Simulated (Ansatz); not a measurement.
Ga2O3: pressure series

Base system: Ga2O3 (space group C2/m, No. 12; a = 12.255 Å, b = 3.039 Å, c = 5.808 Å, α = γ = 90.00°, β = 103.81°).

Cell and atoms are relaxed at each pressure.

Computed with r2SCAN (Ansatz, a quantum-chemistry and plane-wave program), no SOC, earlier PAW set.

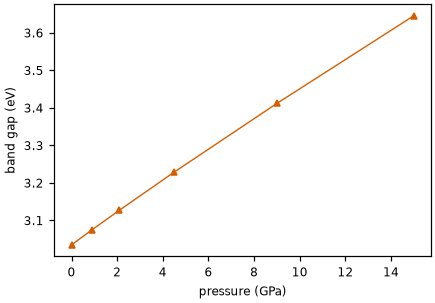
Figure. Band gap against pressure

From the plot, what is the band gap for pressure 9 GPa?

About 3.41 eV.

Is the trend monotonic over the range shown?

Yes, it rises throughout, spanning 3.03 eV to 3.65 eV.

Load acts through the strain it causes; cell and atoms are relaxed under it. Stability against distortions was not tested. Competing high-pressure phases were not computed.
